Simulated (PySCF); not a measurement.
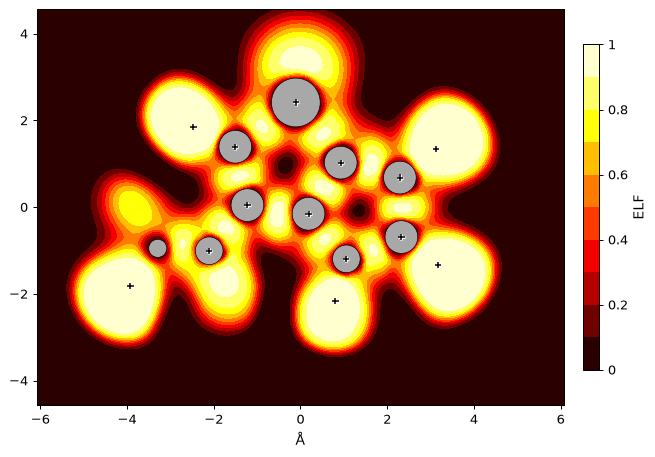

The electron localisation function on a plane through atoms (crosses mark nuclei in the plane; grey discs cover the cores).

Level of theory: PBE0/pcSseg-1, SCF density, gas phase, non-relativistic in PySCF 2.14.0.

Candidates:
A. C$_{5}$H$_{12}$OSSi$_{2}$
B. C$_{6}$H$_{2}$F$_{2}$O$_{2}$ (SMILES C#CC(=O)C1=CC(F)(F)O1)
C. C$_{7}$H$_{6}$N$_{2}$S (SMILES C=Nc1csc2cc[nH]c12)

Question: Which candidate gave the map?

Answer: Candidate C: C$_{7}$H$_{6}$N$_{2}$S on the plane of atoms C3, C4 and S5, which holds N, C, S and H. C–C (1.37 Å): the ELF peaks at about 0.95 between the atoms (a covalent bond). C–S (1.73 Å): the ELF peaks at about 0.90 between the atoms; localised, covalent bonding.
